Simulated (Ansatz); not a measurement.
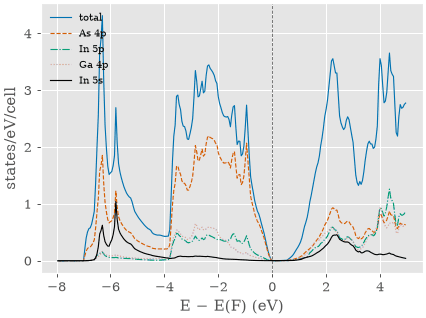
*Total and projected density of states of InGaAs₂ in space group P-4m2 (No. 115; In on 1d, Ga on 1b, As on 2g), LDA in the plane-wave PAW code Ansatz*

### Question
Which orbitals carry the states next to the Fermi level?

### Answer
Within 0.5 eV of the Fermi level: As 4p 82 %, In 5p 10 %. Projections are on Löwdin-orthogonalised atomic valence shells; empty p or d shells of many metals are not among them.

### Question
Where is the tallest occupied peak in this window, and what makes it?

### Answer
Near -6.3 eV, about 4.3 states/eV per cell; the largest projected share is As 4p.

The workflow started from a Materials Project entry (that database holds measured and hypothetical structures alike); the Crystallography Open Database copy checked does not list it. With In and Ga taken as one species the cell has the higher symmetry F-43m, so it may be an ordered model of a mixed-site phase. Its standing as an ambient phase is unchecked. The cell was relaxed with LDA under the symmetry of its start; of distortions, only those at the zone centre were tested. Spin–orbit coupling is left out wherever it is not named.

Potentials: the later of the program's two PAW sets.
